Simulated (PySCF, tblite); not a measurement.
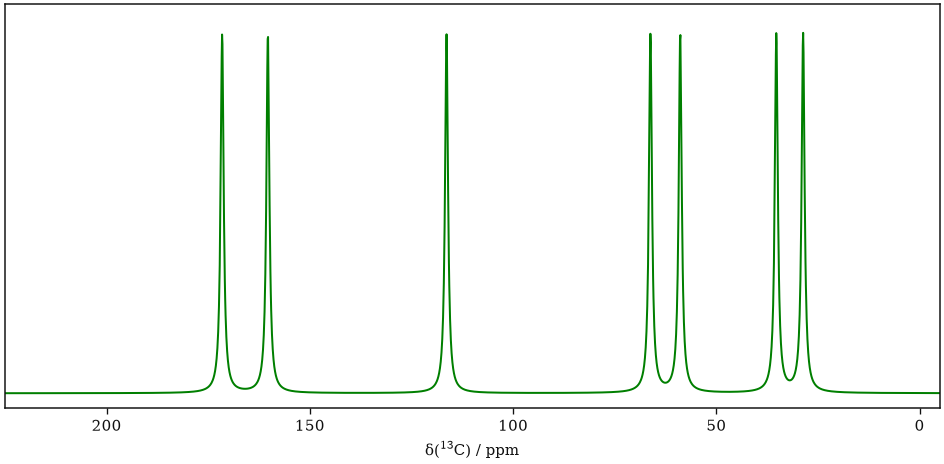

GIAO shifts, PBE0/pcSseg-1 with PySCF 2.14.0, at a GFN2-xTB geometry (a minimum by its frequencies), against TMS for ¹³C computed at the same level. Gas phase, fully decoupled, line heights follow the number of nuclei, widths are arbitrary (no quadrupolar broadening); values of one conformer, averaged over methyl-type rotors and exact or near symmetry; other conformers aren't averaged in.

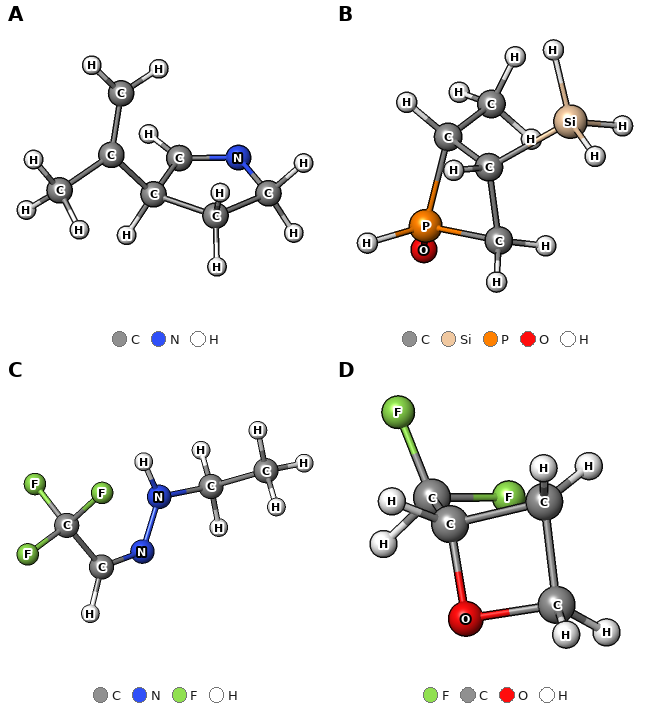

**Which molecule was computed? The candidates are drawn in the second picture.**

Structure A, C₇H₁₁N, SMILES C=C(C)[C@H]1C=NCC1. Its ¹³C signals: 171.6 (1 C), 160.3 (1 C), 116.4 (1 C), 66.2 (1 C), 58.9 (1 C), 35.2 (1 C), 28.7 (1 C) ppm.

Note: the tight-binding geometry is rougher than a DFT one and adds to the error.
